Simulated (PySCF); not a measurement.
# C2H11AlO2Si: NMR shifts at several levels of theory

How much do the NMR shifts of C2H11AlO2Si (`C[O+](C)[AlH2-][O][SiH3]`) depend on the level of theory, and what does each level cost?

Programs: PySCF 2.14.0, with density-fitted response routines of our own. Each step states its level of theory. These are calculated values for one molecule in the gas phase, unless marked as measured. Atoms are numbered from 0 throughout.

### 1 The starting structure

17 atoms, charge 0, multiplicity 1; geometry from: GFN2-xTB. The atoms were then displaced at random by about 0.03 Å, so the start is not that level's minimum.

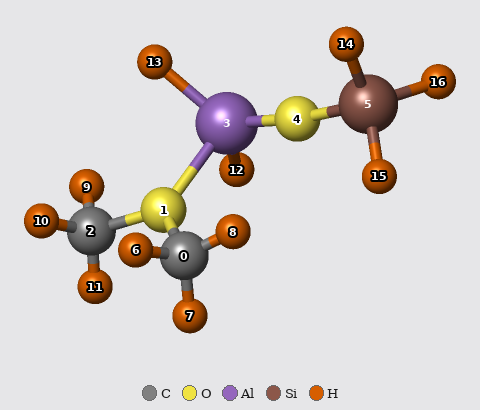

As it starts; carbon grey, oxygen yellow, aluminium purple, silicon brown, hydrogen orange, atoms numbered.

### 2 Relaxing the molecule at PBE0-D3(BJ)/def2-SVP

What the job is given:

```
{"job": {"xc": "PBE0", "basis": "def2-SVP", "d3": "d3bj", "grid": 1, "shake": 0.03, "kind": "geom"}, "charge": 0, "multiplicity": 1}
C     -1.057190    -1.287710     0.151620
O     -1.050740     0.183190     0.184040
C     -2.342440     0.838490     0.231710
Al     0.568050     1.371330     0.112870
O      1.729610     0.224030     0.128670
Si     2.982680    -0.761070     0.205850
H     -1.597220    -1.605210     1.027740
H     -1.605120    -1.518220    -0.775140
H     -0.101050    -1.563810     0.170010
H     -2.075000     1.905120     0.325390
H     -2.851570     0.539710     1.185680
H     -2.867970     0.623980    -0.605860
H      0.087780     2.090400    -1.265970
H      0.158860     2.172150     1.455370
H      3.375650    -0.970600     1.614770
H      2.523470    -2.022760    -0.300930
H      4.079660    -0.195550    -0.612110
```

The run is started by

```
$ OMP_NUM_THREADS=1 python probes_run.py task.json out
```

One launch serves the whole session: the jobs run in the order shown.

The log of the run:

```text
step   0  E = -764.41082974  max force = 0.091168
step   1  E = -764.44074366  max force = 0.017098
step   2  E = -764.44214615  max force = 0.006189
step   3  E = -764.44254362  max force = 0.005650
step   4  E = -764.44266546  max force = 0.001570
step   5  E = -764.44272335  max force = 0.000904
step   6  E = -764.44279494  max force = 0.002248
step   7  E = -764.44287251  max force = 0.002948
step   8  E = -764.44296078  max force = 0.002411
step   9  E = -764.44304840  max force = 0.000822
step  10  E = -764.44311208  max force = 0.000824
step  11  E = -764.44315214  max force = 0.001313
step  12  E = -764.44321387  max force = 0.001143
step  13  E = -764.44326065  max force = 0.001112
step  14  E = -764.44330629  max force = 0.001211
step  15  E = -764.44334774  max force = 0.001079
step  16  E = -764.44340189  max force = 0.001117
step  17  E = -764.44344769  max force = 0.000840
step  18  E = -764.44347487  max force = 0.000346
step  19  E = -764.44348007  max force = 0.000309
optimisation converged
```

It took 2.7 min on 1 thread of Intel Xeon Platinum 8375C at 2.90GHz, shared host; peak memory 0.64 GiB.

The steps of the relaxation:

```csv
step,energy from step 0 (eV),largest force component (eV/Å)
0,0.0000,4.6880
1,-0.8140,0.8792
2,-0.8522,0.3183
3,-0.8630,0.2905
4,-0.8663,0.0807
5,-0.8679,0.0465
6,-0.8698,0.1156
7,-0.8719,0.1516
8,-0.8743,0.1240
9,-0.8767,0.0423
10,-0.8784,0.0424
11,-0.8795,0.0675
12,-0.8812,0.0588
13,-0.8825,0.0572
14,-0.8837,0.0623
15,-0.8849,0.0555
16,-0.8863,0.0574
17,-0.8876,0.0432
18,-0.8883,0.0178
19,-0.8885,0.0159
```

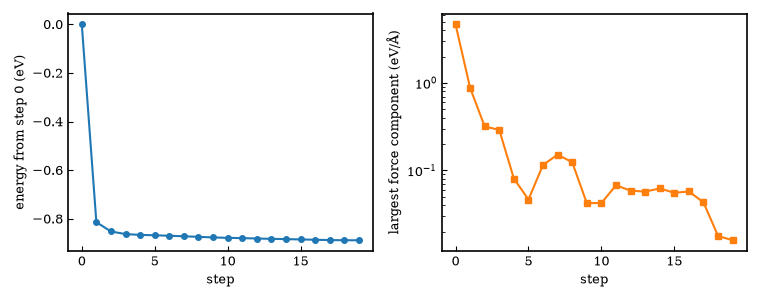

Energy and force, step by step.

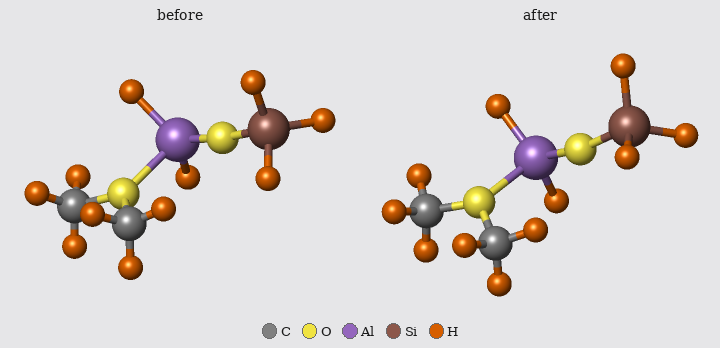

Before and after, at one scale.

Close pairs (by a distance rule), those that changed most:

```csv
bond,before (Å),after (Å),change (Å)
Al3–O4,1.633,1.734,+0.101
C0–H8,0.995,1.096,+0.101
C2–H11,1.012,1.102,+0.090
Si5–H15,1.435,1.500,+0.065
C0–O1,1.471,1.420,-0.051
O4–Si5,1.596,1.635,+0.039
O1–C2,1.449,1.417,-0.032
Al3–H12,1.628,1.599,-0.028
```

The final coordinates are the input of the step that follows.

```csv
at the end point,value
point group (found at 0.08 Å tolerance),C1
"rotational constants (GHz, main isotopes)","4.533, 1.046, 0.903"
dipole moment (D),5.32
```

### 3 Nuclear shieldings: PBE0/STO-3G

What the job is given:

```
{"job": {"kind": "nmr", "xc": "PBE0", "basis": "STO-3G", "pop": true}, "charge": 0, "multiplicity": 1}
C     -1.113229    -1.208671    -0.186701
O     -1.131192     0.117602     0.320985
C     -2.420037     0.655646     0.559035
Al     0.394936     1.337791    -0.025444
O      1.651701     0.159193     0.169822
Si     3.104009    -0.556690     0.396879
H     -1.624826    -1.879573     0.520440
H     -1.606998    -1.249160    -1.171276
H     -0.058079    -1.491873    -0.278309
H     -2.277989     1.663462     0.970092
H     -2.953045     0.030804     1.292309
H     -2.997204     0.710468    -0.378313
H      0.105086     1.779022    -1.535078
H      0.153507     2.374659     1.165394
H      3.750146    -0.114693     1.673924
H      2.929876    -2.044883     0.465101
H      4.050796    -0.259634    -0.725151
```

Level: GIAO PBE0/STO-3G NMR shielding, non-relativistic, gas phase.

The log of the run:

```text
coarse grid: 14416 points
cycle   1  E = -755.3072322748  dE =  1.312e-01  |g| = 7.387e-01  |ddm| = 4.580e+00
cycle   2  E = -754.9339355739  dE =  3.733e-01  |g| = 1.500e+00  |ddm| = 2.911e+00
cycle   3  E = -755.5068721342  dE = -5.729e-01  |g| = 1.272e-01  |ddm| = 1.880e+00
cycle   4  E = -755.5106312276  dE = -3.759e-03  |g| = 5.477e-02  |ddm| = 2.080e-01
cycle   5  E = -755.5115461409  dE = -9.149e-04  |g| = 5.763e-03  |ddm| = 7.669e-02
cycle   6  E = -755.5115575111  dE = -1.137e-05  |g| = 9.329e-04  |ddm| = 9.908e-03
cycle   7  E = -755.5115578039  dE = -2.929e-07  |g| = 1.461e-04  |ddm| = 1.282e-03
final grid: 127744 points
cycle   8  E = -755.4571127782  dE = -3.792e-06  |g| = 6.087e-03  |ddm| = 1.630e-02
cycle   9  E = -755.4571113191  dE =  1.459e-06  |g| = 6.435e-03  |ddm| = 1.589e-02
cycle  10  E = -755.4571236622  dE = -1.234e-05  |g| = 4.910e-04  |ddm| = 8.656e-03
cycle  11  E = -755.4571237400  dE = -7.779e-08  |g| = 4.802e-05  |ddm| = 7.280e-04
cycle  12  E = -755.4571237407  dE = -7.074e-10  |g| = 1.232e-05  |ddm| = 8.476e-05
converged SCF energy = -755.4571237407

GIAO shielding tensors (ppm)
atom      isotropic    diamagn.    paramagn.     s11        s22        s33       span
  0 C      183.351     250.508     -67.157    157.260    162.807    229.988     72.728
  1 O      408.510     381.330      27.181    364.733    424.488    436.310     71.577
  2 C      181.500     246.226     -64.725    155.607    157.519    231.374     75.767
  3 Al     457.909     784.580    -326.671    438.646    463.012    472.070     33.423
  4 O      481.034     392.179      88.855    249.294    552.044    641.766    392.472
  5 Si     577.097     868.101    -291.004    524.303    529.520    677.468    153.165
  6 H       30.593      31.540      -0.947     26.496     28.002     37.281     10.785
  7 H       30.581      31.995      -1.414     26.920     27.845     36.978     10.057
  8 H       29.417      33.908      -4.491     21.784     30.555     35.912     14.128
  9 H       29.650      30.222      -0.572     24.151     28.367     36.432     12.280
 10 H       30.416      29.591       0.825     26.156     27.745     37.347     11.191
 11 H       30.410      29.827       0.583     26.706     27.652     36.871     10.165
 12 H       31.341      34.239      -2.898     27.989     29.751     36.285      8.296
 13 H       31.355      33.903      -2.548     27.497     30.193     36.375      8.878
 14 H       30.518      30.602      -0.085     26.663     27.558     37.333     10.670
 15 H       30.453      32.228      -1.776     26.036     28.592     36.730     10.694
 16 H       30.514      30.530      -0.016     26.625     27.482     37.435     10.810
```

Run time: 4.6 s. Hardware: 1 thread of Intel Xeon Platinum 8375C at 2.90GHz, shared host; peak memory 0.42 GiB.

The references, computed at this level on geometries of the same kind, shield at (ppm): ¹H TMS 32.60, ¹³C TMS 234.7, ²⁹Si TMS 517.6, ¹⁷O H2O 341.7, ²⁷Al AlH4- 475.0. Their shielding less the atom's gives the shift. The references are single molecules in the gas phase, so shifts against H2O, NH3, PH3, H3PO4 or CFCl3 are not on the usual liquid scales and can be off by tens of ppm. Shifts against hydride references such as AlH4− lie on their own scale. Atoms listed in one row are averaged.

```csv
atoms,environment,σ (ppm),δ (ppm)
"C0, C2",methyl carbon bonded to O,182.4,52.3
"H6, H7, H8, H9, H10, H11",hydrogen on a methyl carbon bonded to O,30.18,2.43
"H14, H15, H16",hydrogen on a silicon bonded to O,30.49,2.11
"H12, H13",hydrogen on an aluminium bonded to 2 O,31.35,1.26
O1,donor oxygen of a Lewis adduct,408.5,-66.8
O4,"oxygen bonded to Al, Si",481.0,-139.3
Al3,"aluminium bonded to 2 O, 2 H",457.9,17.1
Si5,"silicon bonded to O, 3 H",577.1,-59.5
```

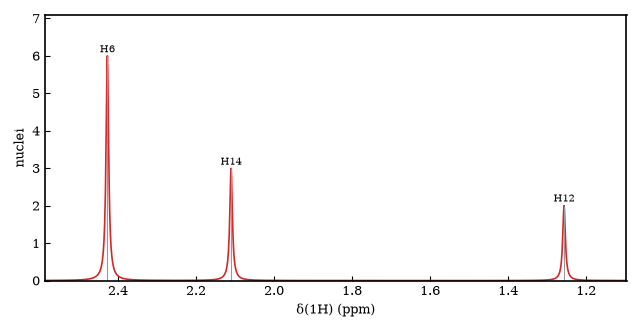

¹H lines at the computed shifts, without couplings. Lines are broadened to a width of 0.01 ppm (Lorentzian).

The run also stored atomic charges by several schemes (e):

```csv
atoms,Mulliken,IAO,Hirshfeld,ESP fit
"C0, C2",-0.13,-0.24,0.06,-0.43
O1,-0.21,-0.20,-0.05,0.09
Al3,0.79,0.95,0.51,0.61
O4,-0.59,-0.82,-0.42,-0.37
Si5,0.64,0.76,0.41,0.43
```

IAO charges:

C0 -0.24; O1 -0.20; C2 -0.24; Al3 0.95; O4 -0.82; Si5 0.76; H6 0.14; H7 0.14; H8 0.17; H9 0.16; H10 0.15; H11 0.14; H12 -0.32; H13 -0.32; H14 -0.16; H15 -0.16; H16 -0.16

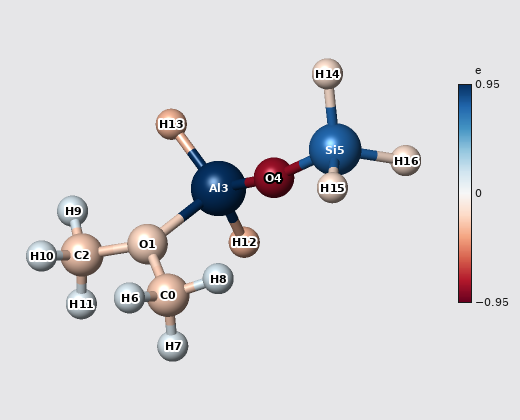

IAO charges, as colours on the atoms.

Mayer bond orders: C0–O1 0.93, O1–C2 0.94, O1–Al3 0.31, Al3–O4 0.80, O4–Si5 1.00.

### 4 NMR shieldings: PBE0/6-31G

Settings changed since step 3:

```diff
@@ -1,2 +1,2 @@
-{"job": {"kind": "nmr", "xc": "PBE0", "basis": "STO-3G", "pop": true}, "charge": 0, "multiplicity": 1}
+{"job": {"kind": "nmr", "xc": "PBE0", "basis": "6-31G", "pop": true}, "charge": 0, "multiplicity": 1}
 C     -1.113229    -1.208671    -0.186701
```

Method: GIAO PBE0/6-31G NMR shielding, non-relativistic, gas phase.

The log of the run:

```text
coarse grid: 14416 points
cycle   1  E = -764.5144134402  dE =  3.699e-01  |g| = 8.671e-01  |ddm| = 3.417e+00
cycle   2  E = -764.0513587523  dE =  4.631e-01  |g| = 1.709e+00  |ddm| = 2.294e+00
cycle   3  E = -764.6624249337  dE = -6.111e-01  |g| = 1.153e-01  |ddm| = 1.752e+00
cycle   4  E = -764.6639468259  dE = -1.522e-03  |g| = 9.369e-02  |ddm| = 1.782e-01
cycle   5  E = -764.6655567782  dE = -1.610e-03  |g| = 9.641e-03  |ddm| = 6.965e-02
cycle   6  E = -764.6655853632  dE = -2.858e-05  |g| = 1.686e-03  |ddm| = 1.412e-02
cycle   7  E = -764.6655861104  dE = -7.472e-07  |g| = 5.365e-04  |ddm| = 2.172e-03
final grid: 127744 points
cycle   8  E = -764.6006433104  dE = -3.943e-06  |g| = 9.967e-03  |ddm| = 1.705e-02
cycle   9  E = -764.6006245363  dE =  1.877e-05  |g| = 1.417e-02  |ddm| = 1.616e-02
cycle  10  E = -764.6006636935  dE = -3.916e-05  |g| = 1.485e-03  |ddm| = 1.023e-02
cycle  11  E = -764.6006642151  dE = -5.216e-07  |g| = 1.698e-04  |ddm| = 1.413e-03
cycle  12  E = -764.6006642203  dE = -5.194e-09  |g| = 7.249e-05  |ddm| = 1.971e-04
cycle  13  E = -764.6006642213  dE = -9.859e-10  |g| = 1.236e-05  |ddm| = 7.192e-05
converged SCF energy = -764.6006642213

GIAO shielding tensors (ppm)
atom      isotropic    diamagn.    paramagn.     s11        s22        s33       span
  0 C      142.913     246.763    -103.850    113.983    117.179    197.578     83.594
  1 O      336.324     400.652     -64.328    304.154    344.120    360.697     56.543
  2 C      143.437     243.276     -99.839    113.570    117.038    199.701     86.131
  3 Al     490.764     795.375    -304.612    452.718    486.124    533.449     80.731
  4 O      327.108     407.807     -80.699    227.012    341.216    413.095    186.083
  5 Si     464.114     878.177    -414.063    418.991    424.041    549.309    130.317
  6 H       29.350      30.633      -1.282     25.797     26.773     35.481      9.684
  7 H       29.392      30.305      -0.913     25.872     26.769     35.536      9.663
  8 H       27.720      29.488      -1.769     21.008     29.601     32.549     11.541
  9 H       28.253      28.856      -0.603     23.084     27.030     34.645     11.561
 10 H       29.211      28.951       0.260     25.102     26.669     35.861     10.759
 11 H       29.266      28.633       0.634     25.363     26.718     35.719     10.356
 12 H       27.706      30.653      -2.947     24.158     25.951     33.010      8.852
 13 H       27.671      31.007      -3.336     23.895     26.275     32.842      8.947
 14 H       27.195      28.053      -0.858     22.997     25.226     33.362     10.365
 15 H       27.250      28.351      -1.102     22.681     26.209     32.858     10.177
 16 H       27.199      27.939      -0.740     22.966     25.250     33.381     10.415
```

Run time: 9.1 s. Hardware: 1 thread of Intel Xeon Platinum 8375C at 2.90GHz, shared host; peak memory 0.53 GiB.

Key values: δ C0 56.4, O4 -8.6, O1 -17.8, Al3 51.8, H14 5.40, H12 4.92 ppm (means over like atoms).

### 5 Shielding tensors: PBE0/6-31G*

Settings changed since step 4:

```diff
@@ -1,2 +1,2 @@
-{"job": {"kind": "nmr", "xc": "PBE0", "basis": "6-31G", "pop": true}, "charge": 0, "multiplicity": 1}
+{"job": {"kind": "nmr", "xc": "PBE0", "basis": "6-31G*", "pop": true}, "charge": 0, "multiplicity": 1}
 C     -1.113229    -1.208671    -0.186701
```

Level: GIAO PBE0/6-31G* NMR shielding, non-relativistic, gas phase.

The log of the run:

```text
coarse grid: 14416 points
cycle   1  E = -764.6493659796  dE =  2.422e-01  |g| = 8.522e-01  |ddm| = 3.378e+00
cycle   2  E = -764.2899307925  dE =  3.594e-01  |g| = 1.564e+00  |ddm| = 1.865e+00
cycle   3  E = -764.7890235793  dE = -4.991e-01  |g| = 1.029e-01  |ddm| = 1.371e+00
cycle   4  E = -764.7902699073  dE = -1.246e-03  |g| = 7.713e-02  |ddm| = 1.297e-01
cycle   5  E = -764.7913482485  dE = -1.078e-03  |g| = 9.824e-03  |ddm| = 5.625e-02
cycle   6  E = -764.7913687307  dE = -2.048e-05  |g| = 1.876e-03  |ddm| = 8.869e-03
cycle   7  E = -764.7913696009  dE = -8.702e-07  |g| = 4.407e-04  |ddm| = 1.922e-03
final grid: 127744 points
cycle   8  E = -764.7260502007  dE = -1.268e-05  |g| = 1.022e-02  |ddm| = 1.703e-02
cycle   9  E = -764.7260324026  dE =  1.780e-05  |g| = 1.428e-02  |ddm| = 1.543e-02
cycle  10  E = -764.7260713442  dE = -3.894e-05  |g| = 1.479e-03  |ddm| = 9.306e-03
cycle  11  E = -764.7260718483  dE = -5.041e-07  |g| = 1.486e-04  |ddm| = 1.285e-03
cycle  12  E = -764.7260718515  dE = -3.138e-09  |g| = 8.975e-05  |ddm| = 1.725e-04
cycle  13  E = -764.7260718529  dE = -1.428e-09  |g| = 1.976e-05  |ddm| = 7.391e-05
cycle  14  E = -764.7260718530  dE = -8.845e-11  |g| = 1.522e-06  |ddm| = 1.835e-05
converged SCF energy = -764.7260718530

GIAO shielding tensors (ppm)
atom      isotropic    diamagn.    paramagn.     s11        s22        s33       span
  0 C      138.299     249.206    -110.907    110.015    113.955    190.927     80.912
  1 O      329.551     395.101     -65.550    300.608    330.173    357.873     57.265
  2 C      138.827     244.840    -106.013    109.423    114.131    192.928     83.504
  3 Al     486.561     798.185    -311.624    447.769    480.775    531.139     83.369
  4 O      304.410     392.815     -88.405    255.393    299.201    358.636    103.243
  5 Si     441.156     880.046    -438.890    401.313    405.445    516.711    115.398
  6 H       28.935      30.719      -1.785     25.750     26.561     34.493      8.743
  7 H       28.898      30.671      -1.772     25.753     26.405     34.535      8.782
  8 H       27.518      31.305      -3.787     21.615     29.083     31.855     10.241
  9 H       27.828      28.998      -1.170     23.251     26.564     33.668     10.417
 10 H       28.819      28.783       0.035     25.090     26.463     34.903      9.814
 11 H       28.773      28.644       0.129     25.192     26.381     34.747      9.555
 12 H       27.456      30.888      -3.432     24.231     25.489     32.649      8.417
 13 H       27.444      31.015      -3.570     24.068     25.827     32.437      8.369
 14 H       26.565      28.282      -1.717     23.285     24.674     31.737      8.452
 15 H       26.653      29.407      -2.755     23.042     25.522     31.394      8.351
 16 H       26.557      28.155      -1.597     23.235     24.689     31.747      8.512
```

Run time: 13 s. Hardware: 1 thread of Intel Xeon Platinum 8375C at 2.90GHz, shared host; peak memory 0.6 GiB.

In short: δ C0 55.6, O4 19.8, O1 -5.4, Al3 49.2, H14 5.37, H12 4.51 ppm (means over like atoms).

### 6 Shielding tensors: PBE0/6-311+G(2d,p)

Settings changed since step 5:

```diff
@@ -1,2 +1,2 @@
-{"job": {"kind": "nmr", "xc": "PBE0", "basis": "6-31G*", "pop": true}, "charge": 0, "multiplicity": 1}
+{"job": {"kind": "nmr", "xc": "PBE0", "basis": "6-311+G(2d,p)", "pop": true}, "charge": 0, "multiplicity": 1}
 C     -1.113229    -1.208671    -0.186701
```

With the program's defaults for keys left out, this is: GIAO PBE0/6-311+G(2d,p) NMR shielding, non-relativistic, gas phase.

The log of the run:

```text
coarse grid: 14416 points
cycle   1  E = -764.6988220410  dE =  2.295e-01  |g| = 9.198e-01  |ddm| = 3.091e+00
cycle   2  E = -764.2837207139  dE =  4.151e-01  |g| = 1.699e+00  |ddm| = 1.612e+00
cycle   3  E = -764.8463267766  dE = -5.626e-01  |g| = 1.303e-01  |ddm| = 1.224e+00
cycle   4  E = -764.8486746348  dE = -2.348e-03  |g| = 8.047e-02  |ddm| = 1.352e-01
cycle   5  E = -764.8496923135  dE = -1.018e-03  |g| = 1.857e-02  |ddm| = 5.013e-02
cycle   6  E = -764.8497515800  dE = -5.927e-05  |g| = 1.893e-03  |ddm| = 1.232e-02
cycle   7  E = -764.8497521708  dE = -5.908e-07  |g| = 7.655e-04  |ddm| = 1.804e-03
final grid: 127744 points
cycle   8  E = -764.8603906568  dE = -4.361e-05  |g| = 1.247e-02  |ddm| = 4.013e-02
cycle   9  E = -764.8603613943  dE =  2.926e-05  |g| = 1.797e-02  |ddm| = 1.458e-02
cycle  10  E = -764.8604167101  dE = -5.532e-05  |g| = 1.932e-03  |ddm| = 9.448e-03
cycle  11  E = -764.8604174933  dE = -7.832e-07  |g| = 2.865e-04  |ddm| = 1.397e-03
cycle  12  E = -764.8604175035  dE = -1.019e-08  |g| = 1.702e-04  |ddm| = 2.614e-04
cycle  13  E = -764.8604175086  dE = -5.126e-09  |g| = 2.959e-05  |ddm| = 1.097e-04
cycle  14  E = -764.8604175088  dE = -1.778e-10  |g| = 4.378e-06  |ddm| = 2.408e-05
converged SCF energy = -764.8604175088

GIAO shielding tensors (ppm)
atom      isotropic    diamagn.    paramagn.     s11        s22        s33       span
  0 C      127.886     247.234    -119.349     98.030    100.735    184.892     86.861
  1 O      322.073     400.009     -77.936    293.177    317.909    355.134     61.958
  2 C      128.748     242.477    -113.729     97.772    101.677    186.794     89.022
  3 Al     445.284     790.892    -345.607    400.436    433.044    502.372    101.936
  4 O      293.979     421.414    -127.436    255.967    287.707    338.262     82.295
  5 Si     394.679     872.694    -478.015    349.408    352.466    482.164    132.755
  6 H       28.381      31.508      -3.127     25.366     25.843     33.933      8.567
  7 H       28.326      31.439      -3.113     25.314     25.703     33.962      8.648
  8 H       26.780      31.691      -4.911     21.254     28.315     30.773      9.519
  9 H       27.344      29.443      -2.099     23.086     26.018     32.928      9.843
 10 H       28.330      29.520      -1.191     24.753     25.895     34.341      9.588
 11 H       28.249      29.311      -1.063     24.762     25.895     34.089      9.328
 12 H       27.314      31.038      -3.723     24.451     25.401     32.091      7.640
 13 H       27.297      31.111      -3.814     24.166     25.759     31.966      7.800
 14 H       26.060      26.641      -0.582     22.962     24.234     30.983      8.021
 15 H       26.152      27.574      -1.421     22.792     24.884     30.781      7.989
 16 H       26.045      26.726      -0.681     22.934     24.192     31.008      8.074
```

Wall time 35 s (1 thread of Intel Xeon Platinum 8375C at 2.90GHz, shared host); peak memory 0.99 GiB.

In short: δ C0 58.1, O4 32.6, O1 4.5, Al3 47.2, H14 5.42, H12 4.20 ppm (means over like atoms).

(Part 1 of 2 ends here.)
